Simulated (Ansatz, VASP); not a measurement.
# BiP: VASP beside Ansatz

One calculation is typed for both programs; each brings its own data sets and cutoff. How far apart do they land? The cell is invented: As first built, before any earlier steps moved the atoms: it takes the AlP structure with some of its atoms replaced by other elements, volume scaled by an estimate. It may not be a known or stable phase. The cell comes out of the VASP series on this material, whose earlier steps may have relaxed, scaled or displaced it; both programs get it as it stands.

Program: Ansatz 0.2.0. Level of theory: plane waves, with VASP 6.6.1 beside it; band structure at PBE, spin-orbit coupling and band structure at r2SCAN, spin-orbit coupling. Results are calculated unless marked as measured.

## 1. The structure

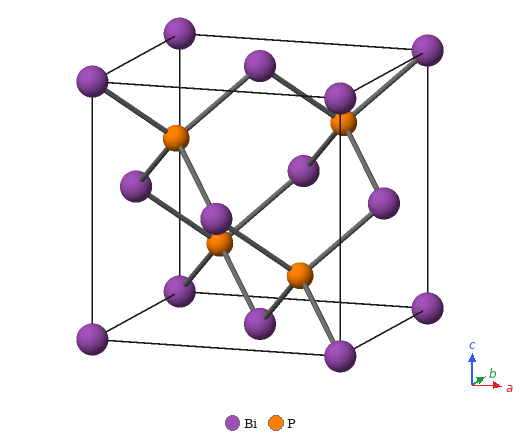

Start, viewed slightly off an axis; bismuth purple, phosphorus orange. This picture shows the conventional cell, with its axes. Bonds to atoms that aren't drawn are left out. Some periodic images of atoms are drawn too.

## 2. VASP: band structure, PBE, spin-orbit coupling

The same path points are solved in both programs, so levels can be compared one by one.

Lines of VASP's logs that name or quote its potential files are left out, and so is its time.

INCAR

```
SYSTEM = BiP
PREC = Accurate
ENCUT = 400
EDIFF = 1E-06
NELM = 100
ISMEAR = 0
SIGMA = 0.02
LREAL = .FALSE.
ALGO = Normal
GGA = PE
LNONCOLLINEAR = .TRUE.
MAGMOM = 0 0 0 0 0 0
NBANDS = 32
GGA_COMPAT = .FALSE.
LASPH = .TRUE.
LSORBIT = .TRUE.
LORBIT = 11
LWAVE = .FALSE.
LCHARG = .FALSE.
KPAR = 4
```

POSCAR

```
BiP
1.0
    0.0000000000      3.2476571572      3.2476571572
    3.2476571572      0.0000000000      3.2476571572
    3.2476571572      3.2476571572      0.0000000000
Bi P
1 1
Direct
    0.0000000000      0.0000000000      0.0000000000
    0.2500000000      0.2500000000      0.2500000000
```

KPOINTS

```
Automatic mesh
0
Gamma
4 4 4
0 0 0
```

KPOINTS_OPT

```
Line mode
16
Line-mode
Reciprocal
  0.00000000   0.00000000   0.00000000 GAMMA
  0.50000000   0.00000000   0.50000000 X

  0.50000000   0.00000000   0.50000000 X
  0.50000000   0.25000000   0.75000000 W

  0.50000000   0.25000000   0.75000000 W
  0.37500000   0.37500000   0.75000000 K

  0.37500000   0.37500000   0.75000000 K
  0.00000000   0.00000000   0.00000000 GAMMA

  0.00000000   0.00000000   0.00000000 GAMMA
  0.50000000   0.50000000   0.50000000 L

  0.50000000   0.50000000   0.50000000 L
  0.62500000   0.25000000   0.62500000 U

  0.62500000   0.25000000   0.62500000 U
  0.50000000   0.25000000   0.75000000 W

  0.50000000   0.25000000   0.75000000 W
  0.50000000   0.50000000   0.50000000 L

  0.50000000   0.50000000   0.50000000 L
  0.37500000   0.37500000   0.75000000 K

  0.62500000   0.25000000   0.62500000 U
  0.50000000   0.00000000   0.50000000 X
```

Potentials, in the order of the species: Bi_d and P (PBE family, release 64).

Run with:

```console
> mpirun -np 4 vasp_ncl
```

Numbers of over 12 decimals in the logs are rounded to 6 here.

Log:

```text
[banner, memory and clock lines left out]
running    4 mpi-ranks, on    1 nodes
 distrk:  each k-point on    1 cores,    4 groups
 distr:  one band on    1 cores,    1 groups

 POSCAR found type information on POSCAR BiP
 POSCAR found :  2 types and       2 ions
 LDA part: xc-table for (Slater+PW92), standard interpolation
 POSCAR, INCAR and KPOINTS ok, starting setup
 FFT: planning ... GRIDC
 FFT: planning ... GRID_SOFT
 FFT: planning ... GRID
 WAVECAR not read
 entering main loop
       N       E                     dE             d eps       ncg     rms          rms(c)
DAV:   1     0.170922286057E+03    0.17092E+03   -0.82941E+03   640   0.104E+03
DAV:   2     0.752317891069E+01   -0.16340E+03   -0.15801E+03   688   0.321E+02
DAV:   3    -0.898948860314E+01   -0.16513E+02   -0.16290E+02   800   0.118E+02
DAV:   4    -0.959684360310E+01   -0.60735E+00   -0.60655E+00   744   0.257E+01
DAV:   5    -0.962866276165E+01   -0.31819E-01   -0.31815E-01   992   0.507E+00    0.326E+00
DAV:   6    -0.936783036872E+01    0.26083E+00   -0.77645E-01   776   0.493E+00    0.181E+00
DAV:   7    -0.937244412856E+01   -0.46138E-02   -0.10831E-01   760   0.187E+00    0.127E+00
DAV:   8    -0.937100875575E+01    0.14354E-02   -0.18498E-02   848   0.132E+00    0.248E-01
DAV:   9    -0.937001291419E+01    0.99584E-03   -0.33572E-03   808   0.508E-01    0.160E-01
DAV:  10    -0.937002214221E+01   -0.92280E-05   -0.70784E-04   744   0.175E-01    0.763E-02
DAV:  11    -0.937008043364E+01   -0.58291E-04   -0.63921E-05   728   0.689E-02    0.245E-02
DAV:  12    -0.937010311902E+01   -0.22685E-04   -0.27669E-05   760   0.417E-02    0.105E-02
DAV:  13    -0.937010613745E+01   -0.30184E-05   -0.44172E-06   664   0.175E-02    0.330E-03
DAV:  14    -0.937010638739E+01   -0.24994E-06   -0.27989E-07   552   0.436E-03
   1 F= -.93701064E+01 E0= -.93695775E+01  d E =-.105786E-02  mag=     0.0000     0.0000     0.0000
 Start KPOINTS_OPT (optional k-point list driver)
k-point batch [1-10\160]
       N       E                     dE             ncg
DAV:   1    -0.110844318086E+03   -0.95061E+03      640
DAV:   2    -0.177528230681E+04   -0.16644E+04      704
DAV:   3    -0.195328943504E+04   -0.17801E+03      768
DAV:   4    -0.196022261031E+04   -0.69332E+01      744
DAV:   5    -0.196057662936E+04   -0.35402E+00      976
DAV:   6    -0.196058041996E+04   -0.37906E-02      760
DAV:   7    -0.196058057993E+04   -0.15997E-03      976
DAV:   8    -0.196058058219E+04   -0.22577E-05      752
DAV:   9    -0.196058058226E+04   -0.78724E-07      456
[...]
k-point batch [151-160\160]
       N       E                     dE             ncg
DAV:   1    -0.245901862166E+03   -0.57665E+04      648
DAV:   2    -0.185594880506E+04   -0.16100E+04      672
DAV:   3    -0.201346772417E+04   -0.15752E+03      864
DAV:   4    -0.201887590806E+04   -0.54082E+01      848
DAV:   5    -0.201907328727E+04   -0.19738E+00      944
DAV:   6    -0.201907688493E+04   -0.35977E-02      936
DAV:   7    -0.201907698420E+04   -0.99270E-04      944
DAV:   8    -0.201907698642E+04   -0.22217E-05      872
DAV:   9    -0.201907698649E+04   -0.66794E-07      552
```

OUTCAR, selected parts (step 2):

```text
ion  position               nearest neighbor table
   1  0.000  0.000  0.000-   2 2.81   2 2.81   2 2.81   2 2.81
   2  0.250  0.250  0.250-   1 2.81   1 2.81   1 2.81   1 2.81

  LATTYP: Found a face centered cubic cell.
 ALAT       =     6.4953143144

 Subroutine GETGRP returns: Found 24 space group operations
 (whereof 24 operations were pure point group operations)

The static configuration has the point symmetry T_d .

 Found     10 irreducible k-points:

   k-points           NKPTS =     10   k-points in BZ     NKDIM =     10   number of bands    NBANDS=     32

   dimension x,y,z NGX =    30 NGY =   30 NGZ =   30
   dimension x,y,z NGXF=    60 NGYF=   60 NGZF=   60

   ENCUT  =  400.0 eV  29.40 Ry    5.42 a.u.   7.49  7.49  7.49*2*pi/ulx,y,z

   NELECT =      20.0000    total number of electrons

 k-points in reciprocal lattice and weights: Automatic mesh
   0.00000000  0.00000000  0.00000000       0.016
   0.25000000  0.00000000  0.00000000       0.062
  -0.25000000  0.00000000  0.00000000       0.062
   0.50000000  0.00000000  0.00000000       0.062
   0.25000000  0.25000000  0.00000000       0.094
   0.50000000  0.25000000  0.00000000       0.188
   0.50000000 -0.25000000  0.00000000       0.188
  -0.25000000  0.25000000  0.00000000       0.188
   0.50000000  0.50000000  0.00000000       0.047
  -0.25000000  0.50000000  0.25000000       0.094

 average (electrostatic) potential at core
       1-106.7716       2 -84.5679

 E-fermi :   4.0694

 k-point     1 :       0.0000    0.0000    0.0000
  band No.  band energies     occupation
    ...
     16       1.7589      1.00000
     17       2.6036      1.00000
     18       2.6036      1.00000
     19       2.6036      1.00000
     20       2.6036      1.00000
     21       4.3215      0.00000
     22       4.3215      0.00000
     23       5.5636      0.00000
     24       5.5636      0.00000
     25       5.5636      0.00000
    ...

 k-point     2 :       0.2500    0.0000    0.0000
  band No.  band energies     occupation
    ...
     16       1.3728      1.00000
     17       2.1468      1.00000
     18       2.1593      1.00000
     19       2.2330      1.00000
     20       2.2330      1.00000
     21       5.1765      0.00000
     22       5.1765      0.00000
     23       6.2048      0.00000
     24       6.2178      0.00000
     25       6.3898      0.00000
    ...

 k-point     3 :      -0.2500    0.0000    0.0000
  band No.  band energies     occupation
    ...
     16       1.3728      1.00000
     17       2.1468      1.00000
     18       2.1593      1.00000
     19       2.2330      1.00000
     20       2.2330      1.00000
     21       5.1765      0.00000
     22       5.1765      0.00000
     23       6.2048      0.00000
     24       6.2178      0.00000
     25       6.3898      0.00000
    ...

  Total       -0.1614335     -0.1614335     -0.1614335      0.0000000      0.0000000     -0.0000000
  in kB       -3.7754067     -3.7754067     -3.7754067      0.0000000      0.0000000     -0.0000000
  external PRESSURE =      -3.7754067 kB  Pullay stress =       0.0000000 kB

  energy-cutoff  :      400.00
  volume of cell :       68.51
      direct lattice vectors                 reciprocal lattice vectors
     0.000000000  3.247657157  3.247657157    -0.153957138  0.153957138  0.153957138
     3.247657157  0.000000000  3.247657157     0.153957138 -0.153957138  0.153957138
     3.247657157  3.247657157  0.000000000     0.153957138  0.153957138 -0.153957138

 POSITION                                       TOTAL-FORCE (eV/Angst)
 -----------------------------------------------------------------------------------
      0.00000      0.00000      0.00000        -0.000000     -0.000000     -0.000000
      1.62383      1.62383      1.62383         0.000000      0.000000      0.000000
 -----------------------------------------------------------------------------------
    total drift:                                0.000000      0.000000      0.000000

  FREE ENERGIE OF THE ION-ELECTRON SYSTEM (eV)
  ---------------------------------------------------
  free  energy   TOTEN  =        -9.3701063874 eV

  energy  without entropy=       -9.3690485319  energy(sigma->0) =       -9.36957746

 Spin-Orbit-Coupling matrix elements
 Ion:    1  E_soc:     -1.4463704
 Ion:    2  E_soc:     -0.0047740

 total charge
# of ion       s       p       d       tot
------------------------------------------
    1        1.572   1.216   9.934  12.722
    2        1.120   1.306   0.000   2.427
--------------------------------------------------
tot          2.692   2.522   9.934  15.149

 magnetization (x)
# of ion       s       p       d       tot
------------------------------------------
    1       -0.000   0.000  -0.000  -0.000
    2       -0.000  -0.000   0.000  -0.000
--------------------------------------------------
tot         -0.000  -0.000  -0.000  -0.000

 magnetization (y)
# of ion       s       p       d       tot
------------------------------------------
    1        0.000   0.000  -0.000  -0.000
    2        0.000  -0.000   0.000  -0.000
--------------------------------------------------
tot          0.000  -0.000  -0.000  -0.000

 magnetization (z)
# of ion       s       p       d       tot
------------------------------------------
    1        0.000   0.000   0.000   0.000
    2        0.000  -0.000   0.000  -0.000
--------------------------------------------------
tot          0.000   0.000   0.000   0.000

[... 3 further parts left out ...]
```

The run ends at a pressure of -0.38 GPa.

## 3. Ansatz: band structure, PBE, spin-orbit coupling

Ansatz runs on its fully relativistic PAW (standard-fr) files.

The same cell, functional, mesh and smearing now go to Ansatz, which takes its cutoff from its data sets.

input.yaml

```yaml
crystal:
  lattice:
    - [0.0, 3.2476571572, 3.2476571572]
    - [3.2476571572, 0.0, 3.2476571572]
    - [3.2476571572, 3.2476571572, 0.0]
  atoms:
    - { symbol: Bi, position: [0.0, 0.0, 0.0] }
    - { symbol: P, position: [0.25, 0.25, 0.25] }
hamiltonian:
  xc: pbe
  pseudopotentials: { kind: paw_fr }
magnetization:
  noncollinear: true
  spin_orbit: true
kpoints:
  mp_grid: { grid: [4, 4, 4] }
  band_path:
    path:
      - [0.0, 0.0, 0.0]
      - [0.16667, 0.0, 0.16667]
      - [0.33333, 0.0, 0.33333]
      - [0.5, 0.0, 0.5]
      - [0.5, 0.08333, 0.58333]
      - [0.5, 0.18333, 0.68333]
      - [0.5, 0.25, 0.75]
      - [0.45, 0.3, 0.75]
      - [0.40833, 0.34167, 0.75]
      - [0.35, 0.35, 0.7]
      - [0.225, 0.225, 0.45]
      - [0.075, 0.075, 0.15]
      - [0.03333, 0.03333, 0.03333]
      - [0.23333, 0.23333, 0.23333]
      - [0.4, 0.4, 0.4]
      - [0.51667, 0.46667, 0.51667]
      - [0.55833, 0.38333, 0.55833]
      - [0.60833, 0.28333, 0.60833]
      - [0.60833, 0.25, 0.64167]
      - [0.55833, 0.25, 0.69167]
      - [0.51667, 0.25, 0.73333]
      - [0.5, 0.3, 0.7]
      - [0.5, 0.38333, 0.61667]
      - [0.5, 0.48333, 0.51667]
      - [0.475, 0.475, 0.55]
      - [0.425, 0.425, 0.65]
      - [0.38333, 0.38333, 0.73333]
      - [0.59167, 0.18333, 0.59167]
      - [0.55, 0.1, 0.55]
      - [0.5, 0.0, 0.5]
    npoints: 1
scf:
  occupations: { method: gaussian, width: 0.02 }
  n_extra_bands: 14
output:
  forces: true
  stress: true
  eigenvalues: true
  write_density: true
  write_potential: true
  elf: true
  volumetric_format: npy
```

Run with:

```console
> ansatz run input.yaml --threads 2 --pin off --max-ram 4608MiB --backend cpu --events-out ev --progress --plain --runs-dir out
```

Log:

```text
scf.n_extra_bands = 14 over 20 filled bands (N_el = 20.0): the run solves 34 bands
Engine: ansatz 0.2.0, aarch64-unknown-linux-gnu
Pseudopotentials: kind: paw_fr
Pseudopotential: Bi, paw_fr, valence charge 15, recommended cutoff 420 eV (normal), Bi.paw.azcp#standard-fr
Pseudopotential: P, paw_fr, valence charge 5, recommended cutoff 420 eV (normal), P.paw.azcp#standard-fr
Functional definition: PBE
  parameter kappa = 0.804
  parameter beta = 0.066725
  exchange = pbe_x(kappa = kappa, mu = beta*pi^2/3)
  correlation = pbe_c(beta = beta)
non-collinear run that drives no moment, with spin-orbit: no starting moment large enough to seed its density (crystal.atoms[].spin), no starting occupations that ask for one, no magnetisation constraint and no magnetic field, so the semilocal B_xc is pinned to zero
Crystal: 2 atoms, lattice volume = 68.508 Å³
Basis set: ecut = 420 eV, 1363 PW (Γ), exchange–correlation on 64×64×64 points (8 copies of the dense FFT grid, shifted against one another)
Bands: 34, of which v1, the nominal top of the filled ones, is band 20 counted from 1 (19 counted from 0)
Symmetry: 24 space group operations + 24 with time reversal
Magnetic group: BNS 216.75 (UNI 1577), of the structure as read, at distance tolerance 4.1e-5 Å
k-points: 8 of 64 (time reversal used)
Projection manifold: j_resolved (fully-relativistic pseudo-atomic orbitals)
Non-local potential: Bi, projectors of the file, l = 0: 2, l = 1: 4, l = 2: 4, l = 3: 4
Non-local potential: P, projectors of the file, l = 0: 2, l = 1: 4, l = 2: 4
PAW form: soft (Blöchl's): semilocal exchange-correlation on the pseudo side does not see the compensation charge
PAW one-centre angular grid: Bi, 590 points (default); XC on 96 Gauss nodes
PAW one-centre angular grid: P, 110 points (default); XC on 64 Gauss nodes
Initial density: superposition of atomic densities (chi_scale 0.1, normalization cell, long waves kept (reshape's long-wave potential 0.00 eV rms))
Initial wavefunctions: pseudopotential atomic-orbital guess
Functional: x = pbe(κ = 0.804, μ = 0.219515), c = pbe(β = 0.066725)
SCF iter   1: F=—  HF=-13193.545723 eV  |F-HF|=—  |Δ(HF+E_count)|=         —  Δρ=2.21e-2  dr2=7.30e-1  dr2_m=0.00e0 (ungated)  ethr=3.10e-3  |M|=0.00e0 ∫|m|=0.00e0 μB  |m|>n=0.0e0 m-floor=0.0e0 τ_xc=0.0e0  β_m=0.30  ⟨swp⟩=7.9  Hψ=1527  notcnv=0  defer=24
preconditioner: auto → Kerker (q_TF=auto, 2.222 Å⁻¹)  [metal: Δε(μ)=0.000 eV  Ē_g=11.007 eV  σ=0.020 eV  W_gap=0.00  n_scr=14 (ndim 8)  ℏωp=14.2 eV  f_vac=0.010  D(μ)=5.29/eV (n_scr^D=58)]
spin=Noncollinear: Kerker preconditioning applied to the charge; magnetization (m_x, m_y, m_z) channels mix plain (no charge-response kernel on spin).
SCF iter   2: F=—  HF=-13193.446924 eV  |F-HF|=—  |Δ(HF+E_count)|=   9.88e-2  Δρ=1.55e-2  dr2=3.38e-1  dr2_m=0.00e0 (ungated)  ethr=3.10e-3  |M|=0.00e0 ∫|m|=0.00e0 μB  |m|>n=0.0e0 m-floor=0.0e0 τ_xc=0.0e0  β_m=0.61  ⟨swp⟩=1.1  Hψ=337  notcnv=0  defer=34
SCF iter   3: F=—  HF=-13193.374046 eV  |F-HF|=—  |Δ(HF+E_count)|=   7.29e-2  Δρ=3.81e-3  dr2=1.55e-2  dr2_m=0.00e0 (ungated)  ethr=1.69e-3  |M|=0.00e0 ∫|m|=0.00e0 μB  |m|>n=0.0e0 m-floor=0.0e0 τ_xc=0.0e0  β_m=0.80  ⟨swp⟩=2.5  Hψ=312  notcnv=0  defer=46
SCF iter   4: F=—  HF=-13193.373677 eV  |F-HF|=—  |Δ(HF+E_count)|=   3.69e-4  Δρ=1.03e-3  dr2=1.71e-3  dr2_m=0.00e0 (ungated)  ethr=7.77e-5  |M|=0.00e0 ∫|m|=0.00e0 μB  |m|>n=0.0e0 m-floor=0.0e0 τ_xc=0.0e0  β_m=0.90  ⟨swp⟩=3.1  Hψ=389  notcnv=0  defer=60
SCF iter   5: F=—  HF=-13193.374368 eV  |F-HF|=—  |Δ(HF+E_count)|=   6.91e-4  Δρ=5.16e-4  dr2=3.39e-4  dr2_m=0.00e0 (ungated)  ethr=8.55e-6  |M|=0.00e0 ∫|m|=0.00e0 μB  |m|>n=0.0e0 m-floor=0.0e0 τ_xc=0.0e0  β_m=0.95  ⟨swp⟩=2.2  Hψ=338  notcnv=0  defer=60
SCF iter   6: F=—  HF=-13193.374697 eV  |F-HF|=—  |Δ(HF+E_count)|=   3.29e-4  Δρ=1.43e-4  dr2=1.60e-5  dr2_m=0.00e0 (ungated)  ethr=1.69e-6  |M|=0.00e0 ∫|m|=0.00e0 μB  |m|>n=0.0e0 m-floor=0.0e0 τ_xc=0.0e0  β_m=0.98  ⟨swp⟩=2.9  Hψ=446  notcnv=0  defer=60
SCF iter   7: F=—  HF=-13193.374743 eV  |F-HF|=—  |Δ(HF+E_count)|=   4.59e-5  Δρ=2.99e-5  dr2=6.70e-7  dr2_m=0.00e0 (ungated)  ethr=7.99e-8  |M|=0.00e0 ∫|m|=0.00e0 μB  |m|>n=0.0e0 m-floor=0.0e0 τ_xc=0.0e0  β_m=0.99  ⟨swp⟩=2.4  Hψ=332  notcnv=0  defer=60
SCF iter   8: F=-13193.374746 eV  HF=-13193.374746 eV  |F-HF|=6.69e-8  |Δ(HF+E_count)|=   2.51e-6  Δρ=7.10e-6  dr2=6.68e-8  dr2_m=0.00e0 (ungated)  ethr=5.00e-10  |M|=0.00e0 ∫|m|=0.00e0 μB  |m|>n=0.0e0 m-floor=0.0e0 τ_xc=0.0e0  ⟨swp⟩=18.2  Hψ=2460  notcnv=0
SCF 1 converged in 8 iterations: F = -13193.374746 eV  dr2 = 6.68e-8
  Residual-converged pass: ⟨swp⟩=1.1  Hψ=305  notcnv=0  max |occ|·‖R‖ = 7.0e-9 eV (tolerance 1.0e-8 eV)  dr2=6.68e-8  dr2_m=0.00e0 (ungated)  dr2_onsite=1.74e-9  max |Δocc| = 1.1e-9
  greatest PAW one-centre occupation: 0.987 electrons in one spin orbital (limit 2), on the Bi atom at site 0 (counted from 0), in its partial waves of l = 2
NSCF: frozen V_eff on 30 k-points
SCF converged after 8 iterations
Magnetization: |M| = 0.0000 μB,  M = (+0.0000, +0.0000, +0.0000) μB
Absolute magnetization: 0.0000 μB (∫|m|)
  site 0: m = (+0.0000, +0.0000, +0.0000) μB, |m| = 0.0000 μB  (R = 1.16 Å)
  site 1: m = (+0.0000, +0.0000, +0.0000) μB, |m| = 0.0000 μB  (R = 1.16 Å)
Free energy (F): -13193.374746 eV
Harris-Foulkes:  -13193.374746 eV  (|F-HF|=6.69e-8)
Internal energy: -13193.373688 eV  (E = F + TS)
E sigma→0 (E₀):  -13193.374217 eV
Entropy (-TS):   -0.001058 eV (-0.529 meV/atom)
Fermi energy:    6.066696 eV
--- Per-component energies (eV) ---
  E_band       = -158.833427
  E_kinetic    = 369.953199
  E_local      = -1910.206384  (includes V_loc(G=0)·N_el)
  E_nonlocal   = 595.448191
  E_hartree    = 641.665310
  E_xc         = -211.587809
  E_vxc        = -203.011407  (∫ρ·V_xc dr)
  E_paw        = -11274.769484  (= ΣΔE_a)
  E_vpaw       = -294.347948  (= ΣTr[D̂ρ^β])
  E_aug_tail   = -0.000372  (compensation charges beyond the density's cutoff)
  E_ewald      = -1403.876339
  E_smearing   = -0.001058  (= −TS)
  E_closure    = 0.000000  (closes the sum)
  Σ components = -13193.374746   (vs F -13193.374746, Δ=0.00e0)
--- Forces (eV/Å), atoms counted from 1 ---
  atom   1  Bi    -0.00000000     0.00000000     0.00000000
  atom   2  P      0.00000000    -0.00000000    -0.00000000
  max |Σ_I F_I| component: 5.18e-16 eV/Å
--- Stress (GPa, compression-positive) ---
       -0.223270       0.000000      -0.000000
       -0.000000      -0.223270       0.000000
       -0.000000       0.000000      -0.223270
  P = ⅓ Tr σ = -0.2233 GPa (-2.233 kbar)
--- Band table (eV; the first three rows and the last of 8) ---
  k-point 0: bands = [... 16 lower, 4.6282, 4.6282, 4.6282, 4.6282, 6.2741, 6.2741, 7.6114, 7.6114, ... 10 higher]
  k-point 1: bands = [... 16 lower, 4.1752, 4.1878, 4.2677, 4.2677, 7.1237, 7.1237, 8.2482, 8.2612, ... 10 higher]
  k-point 2: bands = [... 16 lower, 3.8567, 3.8567, 3.8741, 3.8741, 7.6810, 7.6810, 8.5640, 8.5640, ... 10 higher]
  k-point 7: bands = [... 16 lower, 2.5491, 2.5526, 6.5152, 6.5509, 6.7925, 8.3297, 8.3875, 8.6971, ... 10 higher]
```

Run time: 14 s. Hardware: 2 threads of Arm Neoverse N1, shared host; peak memory 0.45 GiB; 27 s of CPU time.

Reading the cycles: dr2 is the Hartree energy of the density residual (eV), the measure of convergence; HF is the Harris–Foulkes estimate of the energy, which meets the free energy F at convergence.

## 4. Side by side

Known differences besides the PAW data sets themselves: spin-orbit coupling enters by fully relativistic files in Ansatz and inside the spheres in VASP; the cutoff is 420 eV in Ansatz and 400 eV in VASP. Total energies have different zeros and are not compared.

Compared:

```csv
quantity,Ansatz,VASP,difference
pressure (GPa),-0.22,-0.38,+0.15
```

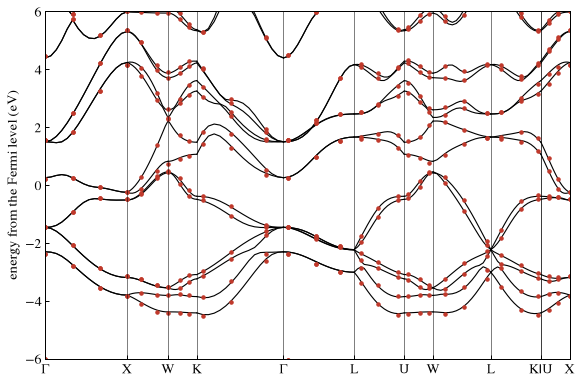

Bands from VASP (lines) and levels from Ansatz (dots). Dots without a line are higher empty bands that the VASP plot leaves out.

Levels from 3 eV below to 2 eV above the Fermi level differ by 35 meV r.m.s. and 92 meV at most; each VASP level is matched to the nearest of Ansatz, which flatters the figure a little.

(Part 1 of 2 ends here.)

[Lines on the potential files, build, host, timing and source positions are cut from VASP's logs without a mark.]

[Logs are printed without paths, hosts, clocks, repeated set-up lines and the standing remarks that a program may print on its own settings, such as how far it seeks lower states.]

[Hosts, paths, dates, database ids (printed as entryN), source tags and the programs' standing remarks are cut or masked in the printed files.]
